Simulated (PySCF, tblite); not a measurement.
# C₂H₉FSi₄: geometry, infrared bands and NMR shifts

Wanted: the infrared bands and NMR shifts of C₂H₉FSi₄ (`F[Si@@H]1C([SiH3])=C[Si@@H]1[SiH3]`), by calculation.

Computed with tblite 0.8.0 and PySCF 2.14.0, with density-fitted response routines of our own, on a single molecule in the gas phase. Atoms count from 0, in the outputs and in this text.

## 1. Starting geometry

16 atoms, charge 0, multiplicity 1; geometry from: force field or distance geometry start.

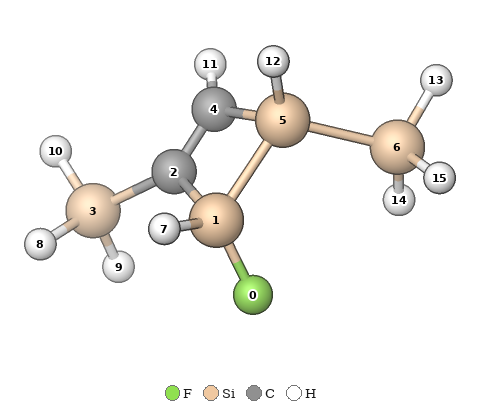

The starting geometry (fluorine green, silicon light orange, carbon grey, hydrogen white), atoms numbered.

## 2. Optimising the geometry with GFN2-xTB

What the job is given:

```
{"job": {"kind": "relax", "xc": "GFN2-xTB", "basis": "xTB"}, "charge": 0, "multiplicity": 1}
F      0.566100    -2.147000    -0.842800
Si     0.298800    -1.370200     0.523400
C     -1.123300    -0.139200     0.301800
Si    -2.926800    -0.684400    -0.070600
C     -0.534300     1.077100     0.466000
Si     1.278500     0.588900     0.772300
Si     2.673200     1.014200    -0.951700
H      0.108500    -2.270700     1.703500
H     -3.237800    -1.895400     0.751400
H     -3.077100    -1.008700    -1.499000
H     -3.865700     0.399100     0.298100
H     -0.953300     2.084600     0.419000
H      1.728800     0.989800     2.152900
H      3.073300     2.444700    -0.967100
H      2.063700     0.709700    -2.267400
H      3.919700     0.216300    -0.801200
```

Command:

```sh
$ OMP_NUM_THREADS=1 python probes_run.py task.json out
```

This one command runs all jobs of the session in turn.

**Question.** This job is followed by: GFN2-xTB harmonic vibrations, gas phase; GIAO PBE0/pcSseg-1 NMR shielding, non-relativistic, gas phase. Predict these results of the whole session: strongest single infrared mode (GFN2-xTB); zero-point energy (GFN2-xTB); 13C shifts against TMS (PBE0/pcSseg-1); 1H shifts against TMS (PBE0/pcSseg-1, means over atoms taken as alike); 19F shifts against CFCl3 (PBE0/pcSseg-1); 29Si shifts against TMS (PBE0/pcSseg-1); surface potential, least and greatest.

As calculated:

```
                                                              quantity                             value
                             strongest single infrared mode (GFN2-xTB)              772 cm⁻¹, 835 km/mol
                                          zero-point energy (GFN2-xTB)                     55.2 kcal/mol
                                13C shifts against TMS (PBE0/pcSseg-1)                  192.8, 187.2 ppm
1H shifts against TMS (PBE0/pcSseg-1, means over atoms taken as alike)  8.67, 6.23, 5.42, 4.26, 3.66 ppm
                              19F shifts against CFCl3 (PBE0/pcSseg-1)                        -197.9 ppm
                               29Si shifts against TMS (PBE0/pcSseg-1)    24.8, -34.1, -77.2, -115.6 ppm
                                 surface potential, least and greatest                -1.14 V and 1.26 V
```

What this shows: Over 123 steps the energy fell by 0.495 eV; of the close pairs, Si1–Si5 changed most, 2.205 to 2.338 Å. The lowest mode is slightly imaginary (19i cm⁻¹), a soft motion within the noise of the Hessian, so the minimum is not strictly shown. The strongest single mode, at 772 cm⁻¹, has its largest shares on H14, H15 and H13 (the list is cut at 3 atoms). Unscaled tight-binding wavenumbers are off by several per cent, some by more. Its intensities can rank the bands wrongly. At PBE0/pcSseg-1: The widest tensor belongs to C4: span 272 ppm, with a paramagnetic part of -261 ppm. At PBE0/pcSseg-1, counted by nearest atom on the grid, the HOMO lies on C2 27 %; Si1, Si5 about 16 % each, the LUMO on C4 29 %; C2 23 %.
